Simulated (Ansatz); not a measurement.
A series of calculations on GeH5O2F

## 1. Relaxation

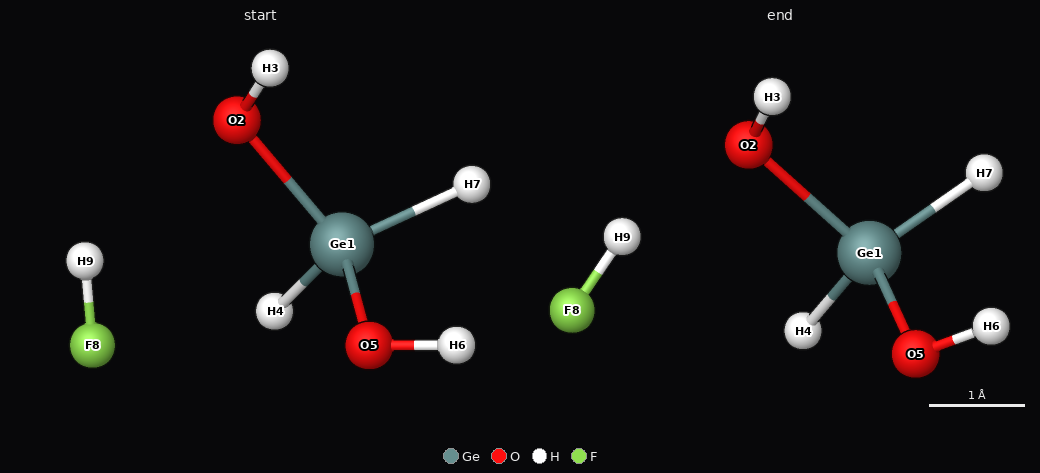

The structure of GeH5O2F before (left) and after (right) a relaxation, at one scale.

Style: ball-and-stick. Shown at a tilt.

The run prepares an end point of a later path (reaction) calculation, from a guessed geometry.

Theory: RKS PBE0/def2-SVP (Ansatz 0.2.0). (no spin polarisation; force threshold 0.03 eV/Å; at most 50 steps)

Q: Summarise the run.

A: The atom that moves furthest after the best rigid fit is F8 (0.56 Å). Largest moves by element: F 0.56 Å, H 0.38 Å, O 0.30 Å, Ge 0.12 Å. Near-neighbour distances that change, for instance: Ge1–O2 1.780 → 1.802 Å, F8–H9 0.923 → 0.942 Å, Ge1–H7 1.551 → 1.540 Å, Ge1–O5 1.775 → 1.768 Å. Bond angles that change, for instance: H4–Ge1–O5 112.8° → 109.3°, O5–Ge1–H7 106.9° → 109.3°. Groups turn about Ge1–O5 by about 20°. After 8 accepted moves (9 points after the start) the energy has fallen by 4.69 kcal/mol. The largest force component goes from 0.36 to 0.014 eV/Å. The line search rejected the trial step at point 3 of the run.

## 2. Relaxation

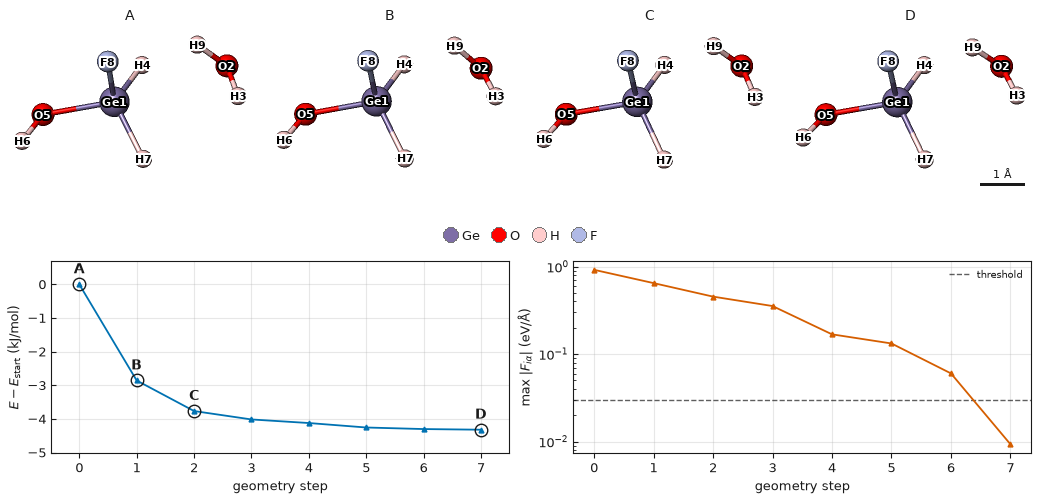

Frames of a relaxation of GeH$_{5}$O$_{2}$F, marked on the history of the run. The picture is a ball-and-stick view, seen at a tilt.

The run prepares an end point of a later path (reaction) calculation, from a guessed geometry.

These are results of RKS PBE0/def2-SVP (Ansatz), not measurements.

The input:
```yaml
crystal:
  periodic: [false, false, false]
  atoms:
    - { symbol: Ge, position_ang: [-0.207716, 0.436571, -0.270415] }
    - { symbol: O, position_ang: [0.622923, -0.338035, 2.470854] }
    - { symbol: H, position_ang: [-0.192605, -0.529265, 2.952665] }
    - { symbol: H, position_ang: [1.178226, -0.163472, -0.456134] }
    - { symbol: O, position_ang: [-0.617422, 1.139092, -1.842516] }
    - { symbol: H, position_ang: [-1.518522, 1.477101, -1.88297] }
    - { symbol: H, position_ang: [-1.357346, -0.446871, 0.230921] }
    - { symbol: F, position_ang: [-0.113306, 1.766027, 0.815993] }
    - { symbol: H, position_ang: [0.638668, 0.644952, 2.449202] }
basis:
  gaussian: { orbitals: def2-SVP }
hamiltonian:
  xc: pbe0
relax:
  f_tol: 0.03
  max_steps: 50
```

Run as
```bash
ansatz run input.yaml --threads 2 --pin off --max-ram 3072MiB --backend cpu --events-out ev --progress --plain --runs-dir out
```

Question: What happens along the run?

Answer: The atom that moves furthest after the best rigid fit is O2 (0.13 Å). Largest moves by element: O 0.13 Å, H 0.13 Å, Ge 0.07 Å, F 0.05 Å. Some distances before and after: Ge1–O2 2.967 → 2.776 Å, Ge1–F8 1.719 → 1.765 Å, O2–H9 0.983 → 0.969 Å. Over 7 geometry steps the energy falls by 4.32 kJ/mol. Largest force component: 0.92 eV/Å at the start, 0.0093 eV/Å at the end. Cost: 17 s on 2 threads of Arm Neoverse V2, on a shared host, peak memory 0.21 GiB. From step 0 to 1: O2 moves most (0.17 Å), energy −2.86 kJ/mol. From step 1 to 2: O2 moves most (0.06 Å), energy −0.91 kJ/mol. From step 2 to 7: H3 moves most (0.06 Å), energy −0.55 kJ/mol.

| step | E − E(0), kJ/mol | largest force component, eV/Å |
| --- | --- | --- |
| 0 | 0.00 | 0.9204 |
| 1 | -2.86 | 0.6489 |
| 2 | -3.77 | 0.4545 |
| 3 | -4.01 | 0.3547 |
| 4 | -4.12 | 0.1683 |
| 5 | -4.25 | 0.1323 |
| 6 | -4.30 | 0.0602 |
| 7 | -4.32 | 0.0093 |

## 3. Path

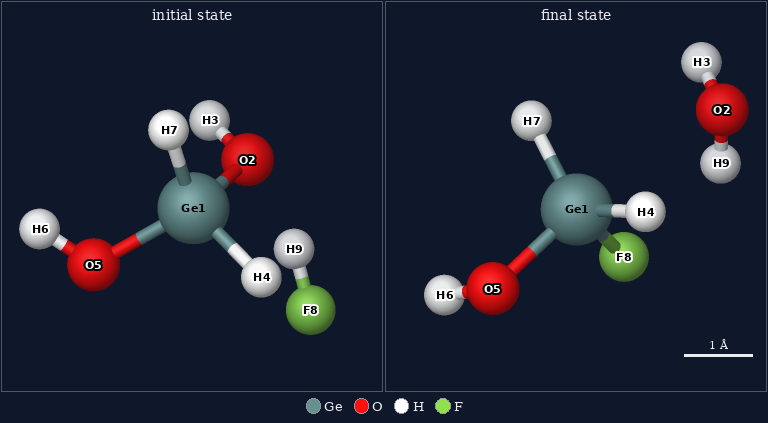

The two relaxed end points of a path for GeH5O2F. Style: ball-and-stick. Shown from a free direction.

All numbers below come from RKS PBE0/def2-SVP (Ansatz 0.2.0).

Settings: 7 movable images; climbing image; force threshold 0.05 eV/Å; iteration limit 60.

Start:
```xyz
9

Ge   -0.1529   -0.1268   -0.1062
O    -0.0749    0.0655    1.6839
H    -0.9313    0.0645    2.1255
H     1.2709    0.1251   -0.5733
O    -1.2171    1.1151   -0.7784
H    -2.1167    0.8106   -0.9349
H    -0.7436   -1.5185   -0.4015
F     1.4811    2.0817    1.6016
H     0.9174    1.3689    1.8509
```

End:
```xyz
9

Ge   -0.2744    0.3808   -0.2106
O     0.8792   -0.1606    2.2561
H     0.2178   -0.4990    2.8698
H     1.1442   -0.0488   -0.5458
O    -0.9159    0.9997   -1.7393
H    -1.8206    1.3241   -1.6790
H    -1.2761   -0.5995    0.4091
F    -0.2466    1.7936    0.8465
H     0.7252    0.7958    2.2609
```

Question: Predict the minimum-energy path and its barrier.

Answer: The energy climbs by 63.7 kJ/mol to image 4 and then falls by 94.6 kJ/mol, so the end point sits at −30.9 kJ/mol. Breaking: F8–H9 (0.94 → 1.23 at the top → 1.99 Å), Ge1–O2 (1.80 → 1.99 at the top → 2.78 Å). Forming: Ge1–F8 (3.23 → 2.04 at the top → 1.76 Å), O2–H9 (1.65 → 1.12 at the top → 0.97 Å). The band converged in 15 iterations, with a climbing image at the top. At the top, the vibrational analysis gives one imaginary mode (498i cm⁻¹), as a transition state must have.

Energies of the converged images:

```json
{"image": "0", "path (Å)": "0.00", "E (kJ/mol)": "0.0"}
{"image": "1", "path (Å)": "0.44", "E (kJ/mol)": "0.8"}
{"image": "2", "path (Å)": "0.88", "E (kJ/mol)": "6.5"}
{"image": "3", "path (Å)": "1.32", "E (kJ/mol)": "31.0"}
{"image": "4", "path (Å)": "1.76", "E (kJ/mol)": "63.7"}
{"image": "5", "path (Å)": "2.58", "E (kJ/mol)": "26.3"}
{"image": "6", "path (Å)": "3.40", "E (kJ/mol)": "-11.0"}
{"image": "7", "path (Å)": "4.22", "E (kJ/mol)": "-24.6"}
{"image": "8", "path (Å)": "5.04", "E (kJ/mol)": "-30.9"}
```

The geometry at the top of the path:

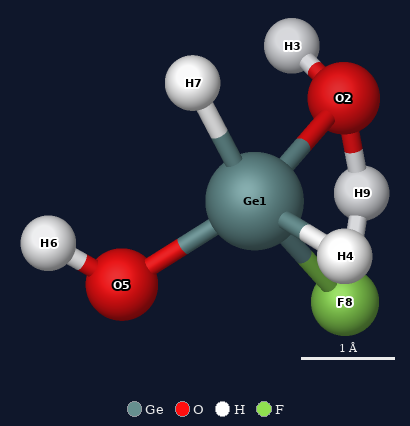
